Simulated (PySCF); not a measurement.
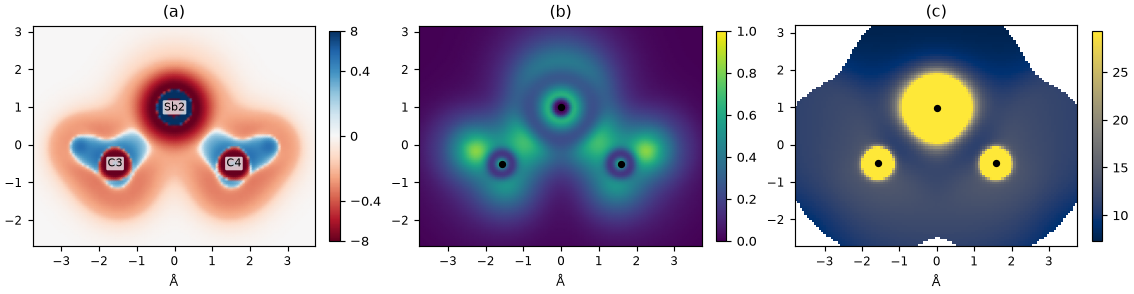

C₃H₉Sb, SMILES `C[Sb](C)C`. Three fields in the plane of Sb2, C3 and C4. (a): blue positive, red negative.

Method: B3LYP/def2-TZVP; geometry: GFN2-xTB; program: PySCF. Core potentials replace the inner electrons of Sb; spin–orbit coupling isn't included. No frequency check shows the geometry to be a minimum. GFN2-xTB bond lengths at metals and heavier atoms can be off by up to 0.1 Å and shapes distorted, which carries into these values.

Geometry (Å), atoms numbered from 1:

```
C1       0.7955   -1.6383    0.7457
Sb2     -0.0010    0.0007   -0.4315
C3       1.0244    1.5036    0.7495
C4      -1.8142    0.1310    0.7514
H5       0.6908   -1.4139    1.8017
H6       1.8435   -1.7837    0.5138
H7       0.2560   -2.5511    0.5197
H8       0.8881    1.2942    1.8050
H9       0.6242    2.4872    0.5178
H10      2.0825    1.4961    0.5178
H11     -1.5641    0.1106    1.8066
H12     -2.3368    1.0527    0.5246
H13     -2.4649   -0.7042    0.5225
```

> The panels show, in some order, the average local ionisation energy, localised orbital locator (LOL) and negative Laplacian of the density (−∇²ρ). Which is which?

(a) is the negative Laplacian of the density (−∇²ρ): shells alternate in sign around each nucleus and valence concentrations outline the bonding and non-bonding pairs. (b) is the localised orbital locator (LOL): it runs from 0 to 1, peaks where electrons are localised, as in bonds, and fades smoothly outside. (c) is the average local ionisation energy: it is high near the heavier nuclei and lowest where loosely bound electrons reach out.
